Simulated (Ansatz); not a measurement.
## Phonon calculation of C2H5Si (charge +1)

System: C2H5Si, charge +1.
Method: RKS r2SCAN-D4/def2-SVP (Ansatz 0.2.0).

It belongs to a series of runs on one base structure; here: vibrations at the highest image of the band.

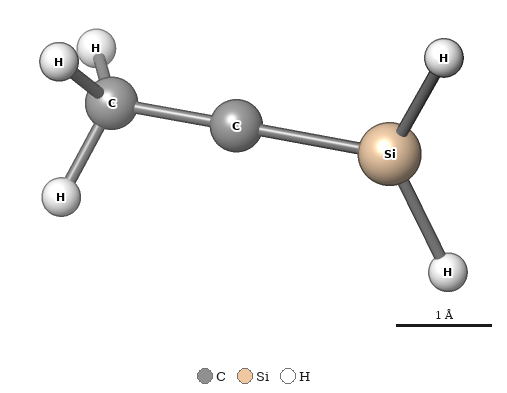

Fig. 1: The input geometry (ball-and-stick view, seen at a tilt).

Summary

```csv
quantity,value
outcome,converged
total energy,−10015.4152 eV
mean-field energy,−10015.3909 eV
largest force (length of the vector),0.010 eV/Å
hardware,"1 thread of Intel Xeon @ 2.50GHz (Skylake/Cascade Lake), 176 GiB of memory available, shared host"
wall time,84 s
peak memory,0.14 GiB
```

Input
```yaml
crystal:
  periodic: [false, false, false]
  atoms:
    - { symbol: C, position_ang: [-0.62439, 1.074592, -0.536996] }
    - { symbol: C, position_ang: [0.052566, -0.03586, -0.028358] }
    - { symbol: Si, position_ang: [0.877123, -1.402698, 0.612496] }
    - { symbol: H, position_ang: [-1.720568, 0.842411, -0.515738] }
    - { symbol: H, position_ang: [-0.304833, 1.47657, -1.512324] }
    - { symbol: H, position_ang: [-0.631005, 1.861673, 0.26085] }
    - { symbol: H, position_ang: [2.036368, -1.098442, 1.476784] }
    - { symbol: H, position_ang: [0.314729, -2.718236, 0.243295] }
total_charge: 1
basis:
  gaussian: { orbitals: def2-SVP }
hamiltonian:
  xc: r2scan
  dispersion: d4
phonons: {}
```

Launch command:
```bash
ansatz run input.yaml --threads 1 --pin off --max-ram 2048MiB --backend cpu --events-out ev --progress --plain --runs-dir out
```

The program's output
```
Engine: ansatz 0.2.0, x86_64-unknown-linux-gnu
Functional definition: r2SCAN
  parameter k0 = 0.174
  parameter k1 = 0.065
  parameter a1 = 4.9479
  exchange = r2scan_x(k0 = k0, k1 = k1, a1 = a1)
  correlation = r2scan_c
802 factors; their error is unknown
mean field evaluation 1: about -9997.8330 eV, gradient 7.8e1 eV
mean field evaluation 2: about -9864.8660 eV, gradient 1.6e2 eV
mean field evaluation 4: about -10012.5568 eV, gradient 2.9e1 eV
mean field evaluation 8: about -10015.4382 eV, gradient 1.2e-1 eV
mean field evaluation 16: about -10015.3909 eV, gradient 4.4e-4 eV
mean field -10015.39086980 eV, -368.0588257895 hartree, gradient 5.8e-6 eV, S^2 0.000000; 0 other end points of the search recorded, 0 dependent functions left out
the calculation of the forces begins
reference -10015.39087890 eV, -368.0588261238 hartree; 15, 15 occupied and 56, 56 virtual orbitals, 802 factors
these checks for a lower state are left out or cut short: stability, starts, cluster_reference, orbital_swaps, neighbouring_geometries, increment
802 factors; their error is unknown
mean field -10015.39073012 eV, -368.0588206562 hartree, gradient 1.8e-6 eV, S^2 0.000000; 0 other end points of the search recorded, 0 dependent functions left out
[... from here on the field's lines of each further geometry are left out, up to the last ...]
the calculation of the forces begins
reference -10015.39087449 eV, -368.0588259619 hartree; 15, 15 occupied and 56, 56 virtual orbitals, 802 factors
these checks for a lower state are left out or cut short: stability, starts, cluster_reference, orbital_swaps, neighbouring_geometries, increment
802 factors; their error is unknown
mean field -10015.39086263 eV, -368.0588255258 hartree, gradient 1.7e-6 eV, S^2 0.000000; 0 other end points of the search recorded, 0 dependent functions left out
the calculation of the forces begins
reference -10015.39087173 eV, -368.0588258601 hartree; 15, 15 occupied and 56, 56 virtual orbitals, 802 factors
WARN: phonons: modes at or below zero, which the zero-point energy, F, S and C_V leave out: 1, the lowest at -248.88 cm⁻¹. A minimum has none, and a first-order saddle one
Total energy: -10015.41517878 eV, -368.0597191279 hartree
Atom 0 at    -0.624390     1.074592    -0.536996 Å, force    -0.001332    -0.000988    -0.003466 eV/Å
Atom 1 at     0.052566    -0.035860    -0.028358 Å, force    -0.006081     0.003114     0.006839 eV/Å
Atom 2 at     0.877123    -1.402698     0.612496 Å, force     0.006876    -0.003342    -0.001820 eV/Å
Atom 3 at    -1.720568     0.842411    -0.515738 Å, force    -0.000025     0.000670    -0.000149 eV/Å
Atom 4 at    -0.304833     1.476570    -1.512324 Å, force     0.001509     0.001270    -0.002269 eV/Å
Atom 5 at    -0.631005     1.861673     0.260850 Å, force     0.000654    -0.000817     0.000511 eV/Å
Atom 6 at     2.036368    -1.098442     1.476784 Å, force    -0.000862    -0.000775    -0.000068 eV/Å
Atom 7 at     0.314729    -2.718236     0.243295 Å, force    -0.000738     0.000868     0.000423 eV/Å
Dipole moment:    -0.096590     0.068152     0.046339 e Å
Vibrations: -248.88 192.78 249.86 429.04 514.03 679.76 784.53 811.44 951.83 1136.74 1300.55 1367.15 1553.29 2281.40 2333.68 2906.00 2936.56 3122.45 cm⁻¹, zero-point energy 1.459982 eV
```

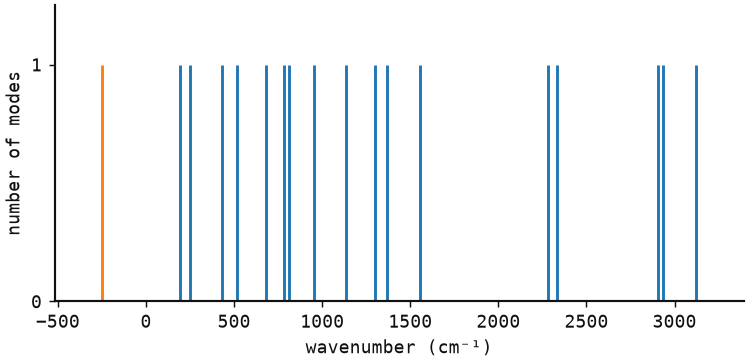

Fig. 2: Harmonic vibrational wavenumbers from the force constants; neighbouring modes closer than 15 cm⁻¹ are counted in one stick, and imaginary ones are drawn at negative wavenumbers. 18 modes from 249i to 3122 cm⁻¹, 1 imaginary beyond 8i (249i cm⁻¹): a first-order saddle point, if the geometry is stationary.
